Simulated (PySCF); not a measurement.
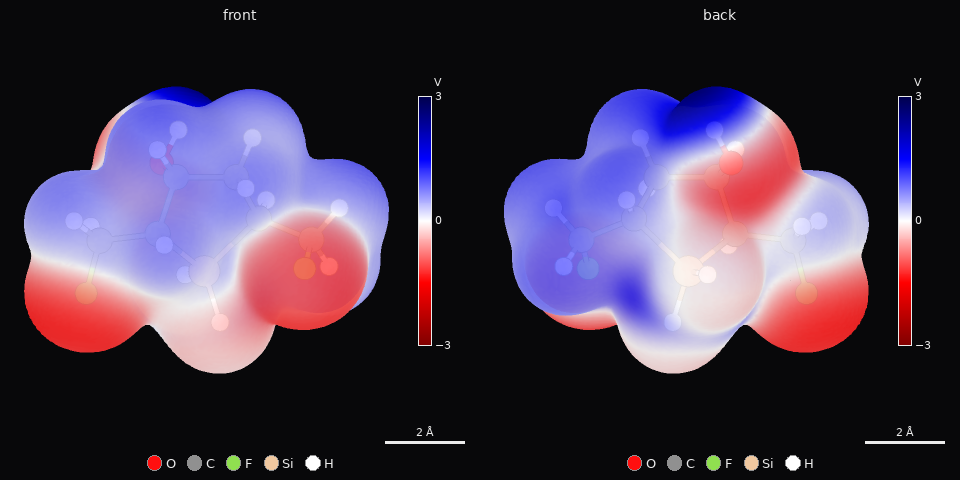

The picture shows: C6H12F2OSi. The electrostatic potential painted on the density surface at 0.002 e/bohr³, seen from the front and from behind; the colour scale runs from red (negative) to blue (positive).

Geometry: GFN2-xTB.

The calculation used PBE0/pcSseg-1, SCF density, gas phase, non-relativistic (PySCF 2.14.0).

```csv
atom,x (Å),y (Å),z (Å)
O,-1.1491,1.4646,-0.9163
C,-0.8873,0.9532,0.3773
C,0.5961,1.0957,0.7216
C,1.4011,0.2836,-0.3042
C,2.7303,-0.1711,0.2660
F,2.5330,-1.0858,1.2765
Si,0.2310,-1.1608,-0.8051
C,-1.1837,-0.5434,0.3178
C,-2.5770,-0.8258,-0.2044
F,-2.7415,-2.1782,-0.4060
H,-0.8190,2.3682,-0.9671
H,-1.5192,1.4715,1.1179
H,0.7613,0.6884,1.7198
H,0.8958,2.1478,0.7293
H,1.6289,0.9106,-1.1680
H,3.3377,-0.6736,-0.4930
H,3.2985,0.6560,0.7087
H,0.7288,-2.4707,-0.3976
H,-0.0902,-1.0903,-2.2291
H,-1.0936,-0.9619,1.3229
H,-3.3580,-0.5195,0.5014
H,-2.7342,-0.3391,-1.1694
```

### Which sites attract a positive test charge, and which a negative one?

A positive charge is drawn to the negative regions and a negative charge to the positive ones. The most negative region (about −1.3 V) lies over F10, the most positive (about +2.5 V) over H11.

### What dipole moment does the calculation give?

Its dipole moment is 4.12 D.
